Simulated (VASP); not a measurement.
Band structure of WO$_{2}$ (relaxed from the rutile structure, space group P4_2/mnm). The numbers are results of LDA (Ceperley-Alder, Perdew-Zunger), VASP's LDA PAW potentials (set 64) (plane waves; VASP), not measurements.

Unless said otherwise, spin-orbit coupling is left out, though it shifts the bands of the heavy elements here.

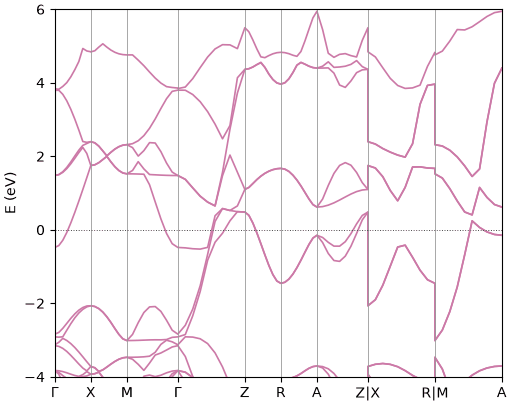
Fig. 1. Bands along high-symmetry lines, zero at the valence-band maximum or, without a gap, the Fermi level

Task: Read the plot: is there a gap, and where are the band edges?

Result: It has no gap at this level: it comes out as a metal or semimetal. (Edges off the drawn lines would not show.)

The structure was generated: WO2 was put into the rutile type (P4_2/mnm), which need not be its known phase. It was relaxed first, which changed the volume by -12 %.
